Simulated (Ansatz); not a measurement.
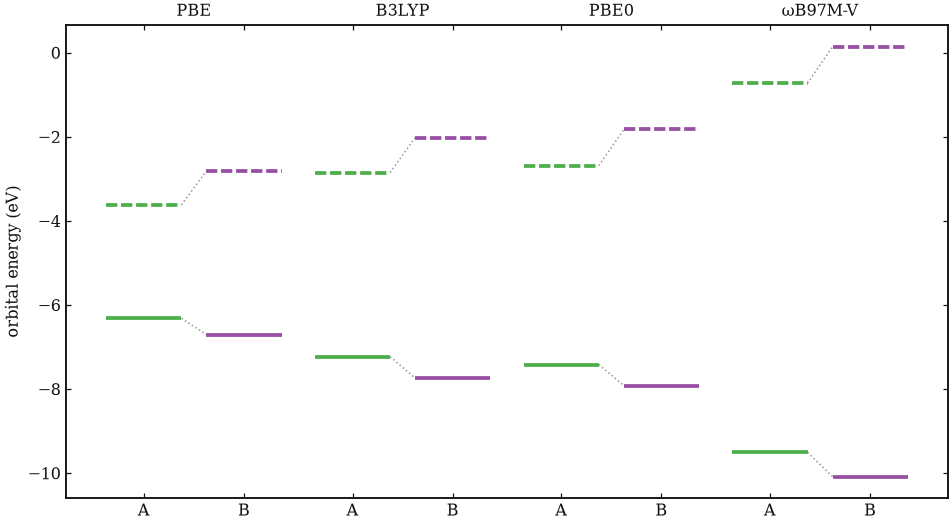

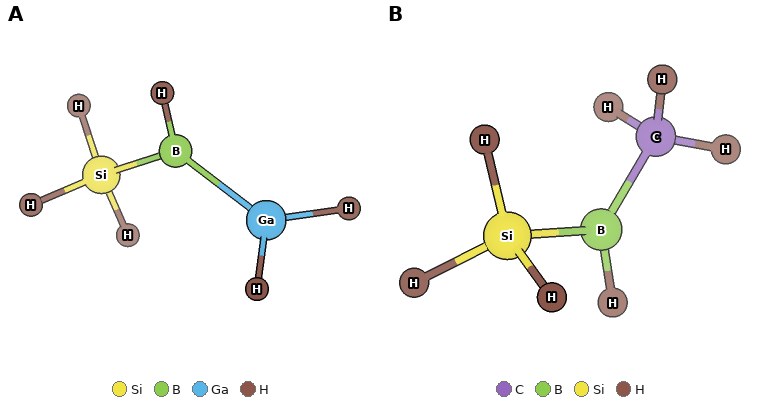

One change: A, GaBSiH₆ (SMILES [SiH3][BH][GaH2]), becomes B, CH₇BSi (SMILES CB[SiH3]). GaH₂ on B is replaced by CH₃. HOMO (solid) and LUMO (dashed) computed in def2-TZVPP at PBE0-D4/def2-TZVP geometries, both minima by their frequencies, gas phase, the Ansatz code. Empty levels above zero depend strongly on the basis.

What does the change do to HOMO and LUMO?

Answer. PBE: the HOMO falls by 0.39 eV, the LUMO rises by 0.81 eV, and the separation goes from 2.70 to 3.89 eV. B3LYP: the HOMO falls by 0.51 eV, the LUMO rises by 0.83 eV, and the separation goes from 4.38 to 5.72 eV. PBE0: the HOMO falls by 0.50 eV, the LUMO rises by 0.86 eV, and the separation goes from 4.73 to 6.09 eV. ωB97M-V: the HOMO falls by 0.57 eV, the LUMO rises by 0.87 eV, and the separation goes from 8.78 to 10.22 eV.

Do the functionals agree on the effect?

Answer. They agree on the direction for both levels; the HOMO shift lies between −0.57 and −0.39 eV and the LUMO shift between 0.81 and 0.87 eV, while the separations themselves differ by up to 6.3 eV between functionals.
